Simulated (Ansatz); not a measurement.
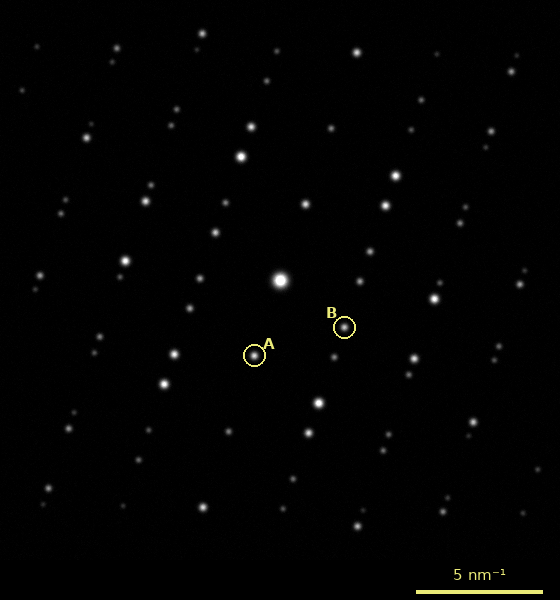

Computed electron diffraction pattern, 300 kV, single scattering only, B = 0.8 Å². Two individuals of a reflection twin are superposed (a geometric construction: whether this twin forms is not tested; the second individual is smaller and so fainter). Crystal: SrIr2Ru2, space group Fddd (No. 70), a = 7.77 Å, b = 10.62 Å, c = 10.89 Å, zone axis [001]. Structure: the end point of a relaxation with Ansatz, DFT, PAW plane waves, r2scan; the starting structure was generated, so it need not be a known form of this composition.

In the first individual spot A is -2 2 0 and spot B is -2 -2 0.

On which plane is the crystal twinned?

(1-10). The spot positions of the combined pattern are mirror-symmetric about the row through 2 -2 0 (d = 3.135 Å), which both individuals share, while a single individual has only symmetry 2mm without that mirror line. Friedel's law adds a mirror line at right angles, along which no low-index reflection lies.

Which other reflections coincide?

Within the frame only the reflections of the common row coincide.
